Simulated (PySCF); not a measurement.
```xyz
27

C     4.3866   -0.2561   -0.3616
C     2.8839   -0.0695   -0.2383
C     2.4671    0.5541    1.0855
C     0.9678    0.7392    1.2441
S     0.1052   -0.8808    1.4006
Si   -1.3817   -0.7758   -0.1054
C    -2.2049   -2.4472   -0.1823
Cl   -0.5490   -0.3033   -1.9718
Si   -2.9275    0.9442    0.2230
C    -4.1074    1.2028   -1.1912
Cl   -1.9207    2.7288    0.5639
Cl   -4.0117    0.4890    1.9340
H     4.7735   -0.9195    0.4286
H     4.9211    0.7041   -0.2744
H     4.6599   -0.7007   -1.3302
H     2.3718   -1.0395   -0.3515
H     2.5114    0.5599   -1.0650
H     2.9353    1.5495    1.1906
H     2.8536   -0.0519    1.9243
H     0.5502    1.2894    0.3887
H     0.7248    1.3105    2.1509
H    -1.4508   -3.2333   -0.3385
H    -2.9293   -2.4850   -1.0096
H    -2.7344   -2.6429    0.7628
H    -4.7218    0.3020   -1.3425
H    -4.7735    2.0543   -0.9856
H    -3.5381    1.4048   -2.1112
```

Geometry: PBE0-D3(BJ)/def2-SVP.

All numbers below come from PySCF, PBE0/def2-SVPD, SCF density, gas phase.

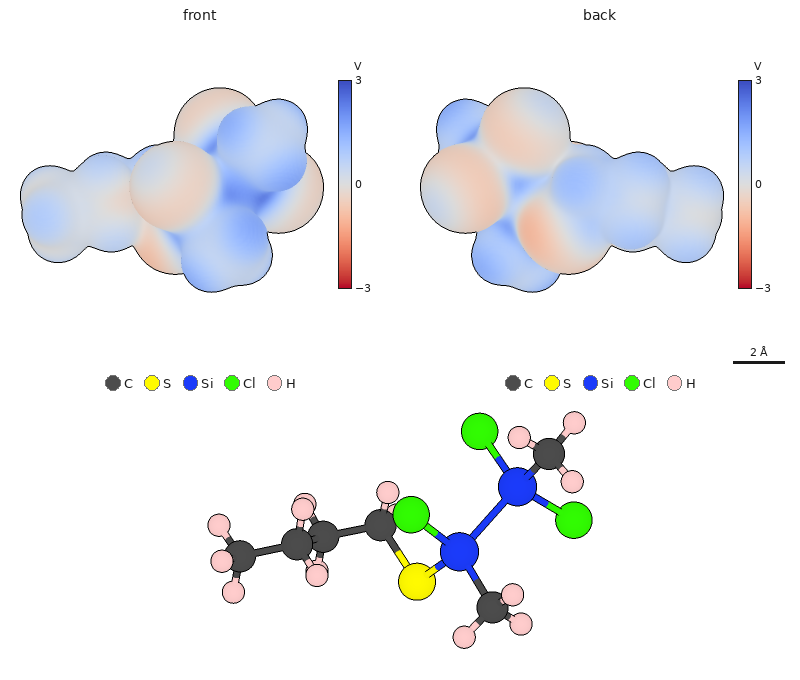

C6H15Cl3SSi2. The electrostatic potential painted on the density surface at 0.004 e/bohr³, seen from the front and from behind; the colour scale runs from red (negative) to blue (positive). The bare structure is drawn below in the same view.

Which sites attract a positive test charge, and which a negative one?

A positive charge is drawn to the negative regions and a negative charge to the positive ones. The most negative region (about −0.8 V) lies over S5, the most positive (about +2.0 V) over Si6 and Si9. Cl8 shows a σ-hole: about +0.3 V at the tip opposite its bond, against about −0.2 V on its flanks. Cl11 shows a σ-hole: about +0.4 V at the tip opposite its bond, against about −0.2 V on its flanks. Cl12 shows a σ-hole: about +0.3 V at the tip opposite its bond, against about −0.4 V on its flanks.
